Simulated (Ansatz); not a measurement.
**Run report: CH₅InOS₂, molecular dynamics (part 2 of 2)**

Continued. System: CH₅InOS₂. Method: RKS revPBE-d4/def2-SVP (Ansatz 0.2.0). The geometry comes from this level: PBE0-D4/def2-TZVP.

Geometry of the input (Å):
```
C  -0.0118  0.9762  1.3591
O  -0.1689  -0.3462  0.9196
In -0.0118  -0.8361  -0.9939
S  -0.3178  -3.1278  -1.4694
S  0.4579  0.8802  -2.5621
H  0.9823  1.3869  1.1320
H  -0.1312  0.9960  2.4475
H  -0.7623  1.6585  0.9353
H  -0.5231  -3.4058  -0.1694
H  0.4867  1.8182  -1.5987
```

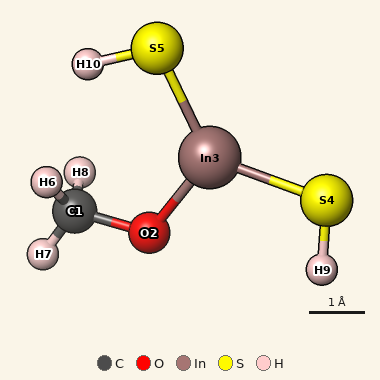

**Figure 1.** The geometry at step 20 of the log (ball-and-stick view, seen at a tilt; atoms are numbered from 1 in the order of the input).

### Trajectory as extended XYZ, continued
```
10
Properties=species:S:1:pos:R:3:forces:R:3 step=9 time_fs=4.5 energy=-29999.09838 temperature=536.1
C    -0.0008    0.9886    1.3586   -1.9161   0.5831  -1.6803
O    -0.1627   -0.3840    0.9165    0.3096   1.0435   1.8409
In   -0.0135   -0.8343   -1.0070   -0.0277  -0.2393   0.2241
S    -0.3209   -3.1143   -1.4496   -0.2308  -1.6203   1.0319
S     0.4598    0.8744   -2.5270    0.2703   0.9319  -0.8719
H     0.9218    1.4790    0.8661   -0.5162  -0.3943   1.2074
H    -0.1253    1.0895    2.5190    0.5678  -0.1692  -1.6878
H    -0.9026    1.6173    0.8356    1.4865  -0.7456   1.3597
H    -0.4172   -3.5851   -0.0872    0.1209   0.7978  -1.4425
H     0.5755    1.8627   -1.5870   -0.0641  -0.1876   0.0184
10
Properties=species:S:1:pos:R:3:forces:R:3 step=10 time_fs=5.0 energy=-29999.10403 temperature=541.3
C    -0.0015    0.9906    1.3575   -1.7851   0.4888  -1.9494
O    -0.1619   -0.3876    0.9174    0.3381   1.0989   1.8543
In   -0.0137   -0.8342   -1.0084   -0.0343  -0.2502   0.3161
S    -0.3213   -3.1133   -1.4471   -0.2173  -1.6540   0.9425
S     0.4601    0.8739   -2.5235    0.2949   1.0695  -0.8268
H     0.9128    1.4874    0.8465   -0.5436  -0.4479   1.2877
H    -0.1190    1.0987    2.5085    0.5634  -0.1857  -1.4863
H    -0.9019    1.6039    0.8387    1.3614  -0.6395   1.3065
H    -0.4040   -3.5978   -0.0925    0.1032   0.8161  -1.3760
H     0.5850    1.8687   -1.5829   -0.0807  -0.2959  -0.0684
10
Properties=species:S:1:pos:R:3:forces:R:3 step=11 time_fs=5.5 energy=-29999.12939 temperature=565.2
C    -0.0025    0.9926    1.3560   -1.6062   0.3393  -2.2142
O    -0.1610   -0.3911    0.9186    0.3623   1.1366   1.8467
In   -0.0139   -0.8340   -1.0099   -0.0411  -0.2610   0.4124
S    -0.3218   -3.1124   -1.4445   -0.2019  -1.6629   0.7972
S     0.4605    0.8736   -2.5200    0.3191   1.1940  -0.7932
H     0.9025    1.4947    0.8300   -0.5269  -0.4797   1.3316
H    -0.1113    1.1075    2.4945    0.5481  -0.1942  -1.1885
H    -0.8980    1.5890    0.8449    1.1600  -0.4916   1.2034
H    -0.3905   -3.6085   -0.1010    0.0834   0.8106  -1.2523
H     0.5944    1.8739   -1.5789   -0.0968  -0.3912  -0.1431
10
Properties=species:S:1:pos:R:3:forces:R:3 step=12 time_fs=6.0 energy=-29999.16520 temperature=599.1
C    -0.0039    0.9947    1.3541   -1.3680   0.1228  -2.4636
O    -0.1600   -0.3943    0.9201    0.3826   1.1597   1.8196
In   -0.0141   -0.8338   -1.0113   -0.0481  -0.2721   0.5121
S    -0.3222   -3.1117   -1.4419   -0.1862  -1.6445   0.5945
S     0.4608    0.8733   -2.5166    0.3418   1.3013  -0.7742
H     0.8909    1.5009    0.8167   -0.4669  -0.4880   1.3355
H    -0.1023    1.1158    2.4776    0.5244  -0.1931  -0.7962
H    -0.8914    1.5730    0.8539    0.8687  -0.2958   1.0439
H    -0.3768   -3.6172   -0.1125    0.0631   0.7789  -1.0697
H     0.6034    1.8783   -1.5753   -0.1115  -0.4692  -0.2020
10
Properties=species:S:1:pos:R:3:forces:R:3 step=13 time_fs=6.5 energy=-29999.19923 temperature=631.2
C    -0.0055    0.9968    1.3516   -1.0599  -0.1716  -2.6801
O    -0.1590   -0.3975    0.9218    0.3994   1.1721   1.7753
In   -0.0143   -0.8337   -1.0127   -0.0553  -0.2837   0.6137
S    -0.3227   -3.1111   -1.4392   -0.1719  -1.5964   0.3329
S     0.4612    0.8731   -2.5132    0.3623   1.3880  -0.7718
H     0.8782    1.5059    0.8065   -0.3648  -0.4717   1.2968
H    -0.0920    1.1237    2.4587    0.4960  -0.1818  -0.3202
H    -0.8826    1.5562    0.8655    0.4741  -0.0467   0.8229
H    -0.3629   -3.6241   -0.1266    0.0442   0.7187  -0.8267
H     0.6123    1.8815   -1.5721   -0.1241  -0.5269  -0.2428
10
Properties=species:S:1:pos:R:3:forces:R:3 step=14 time_fs=7.0 energy=-29999.21874 temperature=649.4
C    -0.0074    0.9989    1.3486   -0.6787  -0.5490  -2.8383
O    -0.1580   -0.4004    0.9238    0.4132   1.1779   1.7159
In   -0.0145   -0.8335   -1.0141   -0.0626  -0.2959   0.7162
S    -0.3232   -3.1106   -1.4365   -0.1611  -1.5168   0.0127
S     0.4616    0.8731   -2.5099    0.3797   1.4520  -0.7872
H     0.8646    1.5098    0.7995   -0.2225  -0.4298   1.2134
H    -0.0806    1.1311    2.4392    0.4675  -0.1614   0.2141
H    -0.8728    1.5393    0.8791   -0.0301   0.2568   0.5410
H    -0.3490   -3.6293   -0.1426    0.0287   0.6287  -0.5236
H     0.6208    1.8834   -1.5696   -0.1340  -0.5625  -0.2640
10
Properties=species:S:1:pos:R:3:forces:R:3 step=15 time_fs=7.5 energy=-29999.21408 temperature=644.6
C    -0.0094    1.0009    1.3451   -0.2375  -1.0012  -2.9064
O    -0.1568   -0.4032    0.9261    0.4249   1.1812   1.6438
In   -0.0147   -0.8334   -1.0155   -0.0699  -0.3086   0.8180
S    -0.3237   -3.1102   -1.4338   -0.1560  -1.4061  -0.3618
S     0.4620    0.8731   -2.5067    0.3933   1.4921  -0.8209
H     0.8504    1.5126    0.7954   -0.0431  -0.3618   1.0843
H    -0.0681    1.1382    2.4201    0.4436  -0.1356   0.7626
H    -0.8630    1.5230    0.8939   -0.6334   0.6060   0.2098
H    -0.3350   -3.6330   -0.1599    0.0188   0.5089  -0.1647
H     0.6290    1.8840   -1.5676   -0.1406  -0.5748  -0.2648
10
Properties=species:S:1:pos:R:3:forces:R:3 step=16 time_fs=8.0 energy=-29999.18309 temperature=615.1
C    -0.0114    1.0027    1.3410    0.2238  -1.4996  -2.8538
O    -0.1557   -0.4058    0.9286    0.4354   1.1856   1.5612
In   -0.0149   -0.8333   -1.0169   -0.0769  -0.3220   0.9181
S    -0.3242   -3.1099   -1.4311   -0.1589  -1.2676  -0.7795
S     0.4624    0.8733   -2.5035    0.4025   1.5077  -0.8726
H     0.8362    1.5146    0.7938    0.1686  -0.2681   0.9109
H    -0.0545    1.1449    2.4029    0.4272  -0.1109   1.2635
H    -0.8547    1.5082    0.9093   -1.2950   0.9757  -0.1419
H    -0.3209   -3.6354   -0.1776    0.0167   0.3628   0.2392
H     0.6368    1.8833   -1.5663   -0.1433  -0.5635  -0.2451
10
Properties=species:S:1:pos:R:3:forces:R:3 step=17 time_fs=8.5 energy=-29999.13415 temperature=568.9
C    -0.0134    1.0042    1.3363    0.6323  -1.9899  -2.6629
O    -0.1544   -0.4082    0.9314    0.4454   1.1935   1.4699
In   -0.0151   -0.8331   -1.0183   -0.0835  -0.3359   1.0154
S    -0.3247   -3.1098   -1.4284   -0.1714  -1.1094  -1.2202
S     0.4629    0.8736   -2.5004    0.4069   1.4989  -0.9417
H     0.8224    1.5159    0.7945    0.4048  -0.1511   0.6975
H    -0.0398    1.1513    2.3886    0.4180  -0.0959   1.6462
H    -0.8495    1.4957    0.9243   -1.9347   1.3205  -0.4668
H    -0.3068   -3.6370   -0.1948    0.0241   0.1982   0.6677
H     0.6444    1.8811   -1.5656   -0.1419  -0.5290  -0.2053
10
Properties=species:S:1:pos:R:3:forces:R:3 step=18 time_fs=9.0 energy=-29999.08515 temperature=522.8
C    -0.0153    1.0053    1.3310    0.8912  -2.3992  -2.3394
O    -0.1531   -0.4104    0.9343    0.4557   1.2067   1.3717
In   -0.0153   -0.8330   -1.0196   -0.0895  -0.3501   1.1088
S    -0.3252   -3.1097   -1.4259   -0.1940  -0.9450  -1.6530
S     0.4634    0.8739   -2.4974    0.4062   1.4670  -1.0267
H     0.8095    1.5169    0.7968    0.6529  -0.0163   0.4534
H    -0.0242    1.1576    2.3784    0.4109  -0.0995   1.8489
H    -0.8489    1.4864    0.9382   -2.4389   1.5803  -0.7072
H    -0.2926   -3.6382   -0.2103    0.0416   0.0285   1.0899
H     0.6515    1.8777   -1.5654   -0.1360  -0.4724  -0.1464
10
Properties=species:S:1:pos:R:3:forces:R:3 step=19 time_fs=9.5 energy=-29999.05668 temperature=496.0
C    -0.0170    1.0059    1.3253    0.9108  -2.6545  -1.9137
O    -0.1517   -0.4124    0.9375    0.4666   1.2256   1.2680
In   -0.0155   -0.8329   -1.0209   -0.0947  -0.3647   1.1975
S    -0.3258   -3.1097   -1.4235   -0.2256  -0.7931  -2.0379
S     0.4640    0.8744   -2.4944    0.4002   1.4137  -1.1258
H     0.7983    1.5179    0.8002    0.8944   0.1268   0.1934
H    -0.0076    1.1636    2.3725    0.3968  -0.1272   1.8383
H    -0.8542    1.4809    0.9504   -2.6908   1.6970  -0.8152
H    -0.2783   -3.6392   -0.2232    0.0678  -0.1279   1.4658
H     0.6584    1.8732   -1.5655   -0.1256  -0.3958  -0.0704
10
Properties=species:S:1:pos:R:3:forces:R:3 step=20 time_fs=10.0 energy=-29999.06187 temperature=501.0
C    -0.0185    1.0059    1.3192    0.6531  -2.7102  -1.4293
O    -0.1502   -0.4143    0.9409    0.4781   1.2506   1.1599
In   -0.0157   -0.8328   -1.0222   -0.0991  -0.3792   1.2807
S    -0.3263   -3.1097   -1.4212   -0.2623  -0.6751  -2.3310
S     0.4646    0.8750   -2.4915    0.3892   1.3423  -1.2360
H     0.7891    1.5191    0.8040    1.1045   0.2637  -0.0623
H     0.0100    1.1692    2.3711    0.3660  -0.1792   1.6214
H    -0.8659    1.4794    0.9606   -2.6177   1.6396  -0.7750
H    -0.2639   -3.6406   -0.2326    0.0990  -0.2499   1.7515
H     0.6650    1.8678   -1.5658   -0.1109  -0.3026   0.0202
10
Properties=species:S:1:pos:R:3:forces:R:3 step=21 time_fs=10.5 energy=-29999.09958 temperature=536.6
C    -0.0199    1.0055    1.3128    0.1622  -2.5650  -0.9290
O    -0.1487   -0.4160    0.9444    0.4893   1.2815   1.0487
In   -0.0159   -0.8327   -1.0235   -0.1029  -0.3936   1.3577
S    -0.3269   -3.1098   -1.4191   -0.2982  -0.6104  -2.4942
S     0.4652    0.8757   -2.4887    0.3738   1.2572  -1.3535
H     0.7826    1.5210    0.8078    1.2546   0.3761  -0.2901
H     0.0284    1.1745    2.3735    0.3113  -0.2500   1.2422
H    -0.8839    1.4818    0.9690   -2.2270   1.4198  -0.6122
H    -0.2492   -3.6425   -0.2378    0.1293  -0.3184   1.9089
H     0.6713    1.8616   -1.5661   -0.0925  -0.1971   0.1213
10
Properties=species:S:1:pos:R:3:forces:R:3 step=22 time_fs=11.0 energy=-29999.15581 temperature=589.8
C    -0.0212    1.0045    1.3063   -0.4476  -2.2573  -0.4462
O    -0.1471   -0.4174    0.9481    0.4989   1.3177   0.9353
In   -0.0161   -0.8326   -1.0247   -0.1061  -0.4073   1.4283
S    -0.3275   -3.1099   -1.4172   -0.3263  -0.6116  -2.5049
S     0.4658    0.8765   -2.4860    0.3550   1.1640  -1.4732
H     0.7791    1.5238    0.8108    1.3174   0.4448  -0.4682
H     0.0476    1.1792    2.3789    0.2310  -0.3304   0.7661
H    -0.9072    1.4877    0.9759   -1.6028   1.0862  -0.3807
H    -0.2343   -3.6452   -0.2385    0.1518  -0.3212   1.9154
H     0.6773    1.8549   -1.5660   -0.0713  -0.0850   0.2281
10
Properties=species:S:1:pos:R:3:forces:R:3 step=23 time_fs=11.5 energy=-29999.21162 temperature=642.8
C    -0.0227    1.0030    1.2996   -1.0387  -1.8445  -0.0055
O    -0.1454   -0.4187    0.9519    0.5051   1.3578   0.8200
In   -0.0163   -0.8325   -1.0259   -0.1091  -0.4202   1.4922
S    -0.3282   -3.1101   -1.4155   -0.3403  -0.6800  -2.3630
S     0.4665    0.8774   -2.4835    0.3343   1.0698  -1.5889
H     0.7787    1.5276    0.8127    1.2745   0.4551  -0.5815
H     0.0674    1.1830    2.3861    0.1286  -0.4100   0.2601
H    -0.9343    1.4961    0.9819   -0.8658   0.7023  -0.1384
H    -0.2189   -3.6487   -0.2346    0.1602  -0.2567   1.7709
H     0.6832    1.8481   -1.5655   -0.0487   0.0265   0.3341
10
Properties=species:S:1:pos:R:3:forces:R:3 step=24 time_fs=12.0 energy=-29999.25117 temperature=680.6
C    -0.0243    1.0012    1.2929   -1.5017  -1.3819   0.3769
O    -0.1437   -0.4198    0.9559    0.5063   1.3988   0.7029
In   -0.0165   -0.8324   -1.0271   -0.1121  -0.4322   1.5497
S    -0.3288   -3.1103   -1.4140   -0.3364  -0.8059  -2.0910
S     0.4672    0.8784   -2.4810    0.3135   0.9823  -1.6937
H     0.7814    1.5325    0.8132    1.1228   0.4010  -0.6260
H     0.0874    1.1859    2.3940    0.0109  -0.4803  -0.2216
H    -0.9636    1.5062    0.9876   -0.1277   0.3231   0.0727
H    -0.2032   -3.6528   -0.2264    0.1509  -0.1347   1.4979
H     0.6890    1.8413   -1.5641   -0.0265   0.1296   0.4322
10
Properties=species:S:1:pos:R:3:forces:R:3 step=25 time_fs=12.5 energy=-29999.26586 temperature=694.8
C    -0.0262    0.9991    1.2864   -1.7813  -0.9121   0.6935
O    -0.1418   -0.4207    0.9600    0.5012   1.4369   0.5832
In   -0.0167   -0.8324   -1.0283   -0.1154  -0.4434   1.6012
S    -0.3295   -3.1106   -1.4126   -0.3138  -0.9712  -1.7271
S     0.4679    0.8794   -2.4787    0.2948   0.9096  -1.7804
H     0.7868    1.5384    0.8122    0.8764   0.2881  -0.6092
H     0.1075    1.1876    2.4013   -0.1139  -0.5354  -0.6431
H    -0.9931    1.5171    0.9935    0.5354  -0.0160   0.2321
H    -0.1871   -3.6572   -0.2147    0.1232   0.0269   1.1346
H     0.6947    1.8348   -1.5616   -0.0066   0.2166   0.5151
10
Properties=species:S:1:pos:R:3:forces:R:3 step=26 time_fs=13.0 energy=-29999.25450 temperature=684.1
C    -0.0285    0.9968    1.2799   -1.8745  -0.4647   0.9455
O    -0.1399   -0.4213    0.9641    0.4890   1.4672   0.4602
In   -0.0169   -0.8323   -1.0294   -0.1191  -0.4538   1.6476
S    -0.3302   -3.1110   -1.4114   -0.2751  -1.1549  -1.3150
S     0.4686    0.8805   -2.4765    0.2802   0.8588  -1.8422
H     0.7943    1.5450    0.8097    0.5631   0.1318  -0.5473
H     0.1273    1.1881    2.4071   -0.2382  -0.5722  -0.9854
H    -1.0213    1.5280    0.9999    1.0860  -0.2994   0.3362
H    -0.1708   -3.6616   -0.2002    0.0797   0.2072   0.7248
H     0.7004    1.8288   -1.5580    0.0089   0.2800   0.5756
10
Properties=species:S:1:pos:R:3:forces:R:3 step=27 time_fs=13.5 energy=-29999.22175 temperature=653.0
C    -0.0312    0.9945    1.2737   -1.8125  -0.0587   1.1403
O    -0.1379   -0.4217    0.9684    0.4694   1.4849   0.3329
In   -0.0172   -0.8323   -1.0304   -0.1233  -0.4638   1.6895
S    -0.3309   -3.1115   -1.4102   -0.2243  -1.3376  -0.8949
S     0.4693    0.8817   -2.4745    0.2717   0.8354  -1.8736
H     0.8031    1.5519    0.8060    0.2169  -0.0474  -0.4598
H     0.1465    1.1872    2.4105   -0.3559  -0.5898  -1.2421
H    -1.0470    1.5381    1.0071    1.5152  -0.5246   0.3912
H    -0.1542   -3.6654   -0.1840    0.0247   0.3870   0.3084
H     0.7062    1.8235   -1.5530    0.0182   0.3147   0.6082
10
Properties=species:S:1:pos:R:3:forces:R:3 step=28 time_fs=14.0 energy=-29999.17593 temperature=609.3
C    -0.0343    0.9921    1.2676   -1.6396   0.2945   1.2874
O    -0.1359   -0.4219    0.9726    0.4426   1.4852   0.2003
In   -0.0174   -0.8322   -1.0315   -0.1281  -0.4734   1.7280
S    -0.3317   -3.1120   -1.4091   -0.1666  -1.5042  -0.4976
S     0.4701    0.8829   -2.4725    0.2704   0.8423  -1.8716
H     0.8125    1.5587    0.8011   -0.1296  -0.2288  -0.3646
H     0.1649    1.1849    2.4110   -0.4620  -0.5886  -1.4140
H    -1.0690    1.5470    1.0153    1.8297  -0.6961   0.4064
H    -0.1376   -3.6683   -0.1670   -0.0368   0.5515  -0.0836
H     0.7119    1.8190   -1.5465    0.0201   0.3176   0.6094
10
Properties=species:S:1:pos:R:3:forces:R:3 step=29 time_fs=14.5 energy=-29999.12705 temperature=562.7
C    -0.0376    0.9898    1.2619   -1.3985   0.5891   1.3947
O    -0.1338   -0.4219    0.9769    0.4090   1.4643   0.0618
In   -0.0176   -0.8322   -1.0325   -0.1334  -0.4829   1.7640
S    -0.3324   -3.1127   -1.4081   -0.1064  -1.6452  -0.1433
S     0.4709    0.8842   -2.4708    0.2770   0.8792  -1.8356
H     0.8215    1.5649    0.7954   -0.4505  -0.3953  -0.2754
H     0.1822    1.1811    2.4080   -0.5530  -0.5694  -1.5047
H    -1.0866    1.5542    1.0244    2.0420  -0.8204   0.3912
H    -0.1210   -3.6700   -0.1503   -0.1001   0.6915  -0.4312
H     0.7177    1.8152   -1.5385    0.0139   0.2892   0.5785
10
Properties=species:S:1:pos:R:3:forces:R:3 step=30 time_fs=15.0 energy=-29999.08483 temperature=522.3
C    -0.0413    0.9875    1.2564   -1.1227   0.8231   1.4666
O    -0.1316   -0.4217    0.9813    0.3691   1.4192  -0.0830
In   -0.0178   -0.8322   -1.0334   -0.1393  -0.4921   1.7984
S    -0.3332   -3.1135   -1.4071   -0.0475  -1.7559   0.1571
S     0.4717    0.8856   -2.4691    0.2912   0.9429  -1.7679
H     0.8295    1.5702    0.7890   -0.7283  -0.5355  -0.2006
H     0.1981    1.1760    2.4015   -0.6257  -0.5333  -1.5178
H    -1.0994    1.5594    1.0345    2.1646  -0.9033   0.3531
H    -0.1047   -3.6699   -0.1346   -0.1613   0.8023  -0.7236
H     0.7236    1.8121   -1.5292    0.0000   0.2327   0.5176
```

### Key numbers

```json
{"quantity": "outcome", "value": "finished"}
{"quantity": "mean temperature over the second half", "value": "595 K"}
{"quantity": "trajectory", "value": "30 steps, 15 fs"}
{"quantity": "ensemble", "value": "nve"}
{"quantity": "temperature in the input", "value": "1000 K"}
{"quantity": "time step", "value": "0.5 fs"}
{"quantity": "potential energy (last step)", "value": "−29999.0849 eV"}
{"quantity": "mean-field energy (last step)", "value": "−29998.4721 eV"}
{"quantity": "dispersion energy (last step)", "value": "−0.6127 eV"}
{"quantity": "SCF solution under orbital rotations (last step)", "value": "stable"}
{"quantity": "largest force (length of the vector) (last step)", "value": "2.372 eV/Å"}
{"quantity": "dipole moment (last step)", "value": "1.19 D"}
{"quantity": "hardware", "value": "4 threads of Arm Neoverse V1, 23 GiB of memory available, shared host"}
{"quantity": "wall time", "value": "47 s (CPU time 2.9 min)"}
{"quantity": "peak memory", "value": "0.48 GiB"}
```

### Notes

So short a trajectory is not equilibrated.
